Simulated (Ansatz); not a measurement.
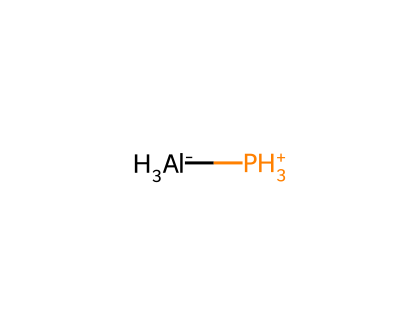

The drawing above gives the connectivity. The computed structure is the end point of a PBE0-D4/def2-TZVP optimisation. No frequency run is at hand to confirm it as a minimum.

What does the molecule look like in three dimensions?

Formula AlH6P. SMILES: `[AlH3-][PH3+]`. The point group is C3v. Coordination: 1 Al tetrahedral; 1 P tetrahedral.

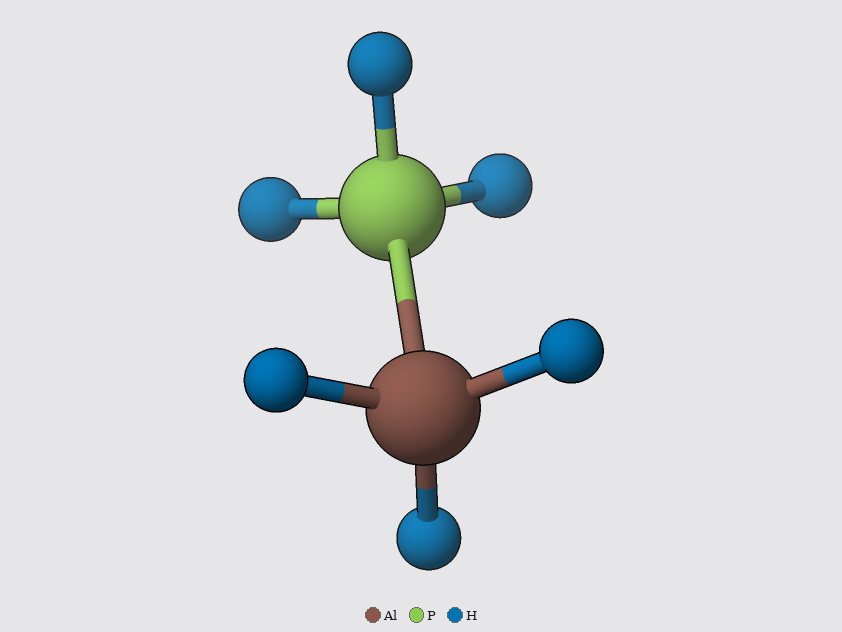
